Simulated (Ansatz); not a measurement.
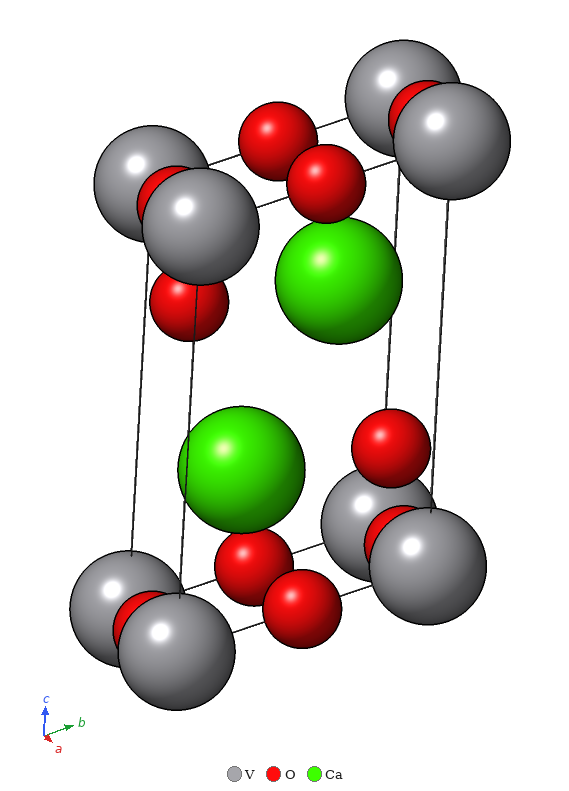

Structure drawing (spheres-only), viewed slightly off an axis. Lines trace the edges of the simulation cell.

```yaml
crystal:
  lattice:
    - [0.00000, 3.65296, 0.00000]
    - [3.65296, 0.00000, 0.00000]
    - [1.82648, 1.82648, -5.90112]
  atoms:
    - { symbol: V, position: [0.00000, 0.00000, 0.00000] }
    - { symbol: O, position: [0.50000, 0.00000, 0.00000] }
    - { symbol: O, position: [0.00000, 0.50000, 0.00000] }
    - { symbol: O, position: [0.14600, 0.14600, 0.70800] }
    - { symbol: O, position: [0.85400, 0.85400, 0.29200] }
    - { symbol: Ca, position: [0.35400, 0.35400, 0.29200] }
    - { symbol: Ca, position: [0.64600, 0.64600, 0.70800] }
```

Theory: Ansatz, DFT, PAW plane waves, r2SCAN. Numerical settings: plane-wave cutoff 500 eV, k-point mesh 5×5×5, Fermi-Dirac smearing of 0.1 eV, collinear spins. The state is ferromagnetic. The pressure of the cell is 23 GPa.

Question: How are the electrons shared out in a Bader analysis?

Answer: Ca +1.57 e; V +2.22 e; O -1.38 to -1.29 e.

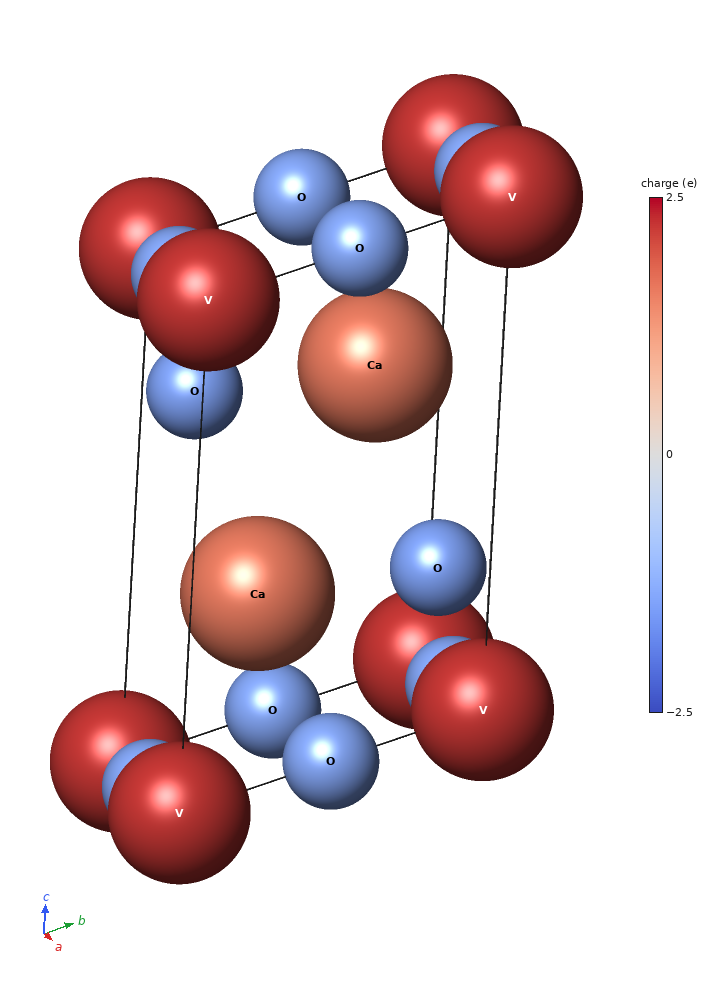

The atoms coloured by those charges.

The picture shows a generated cell, made by putting these elements into a known structure type (the compound may or may not exist in this form); the geometry isn't optimised. It was run through Ansatz as a DFT input.

At this level of theory the cell isn't at rest (compressed, at 23 GPa and forces up to 7.4 eV/Å), so its distances can differ from those at equilibrium, the more so the softer the solid, and its magnetic state may change on relaxation.
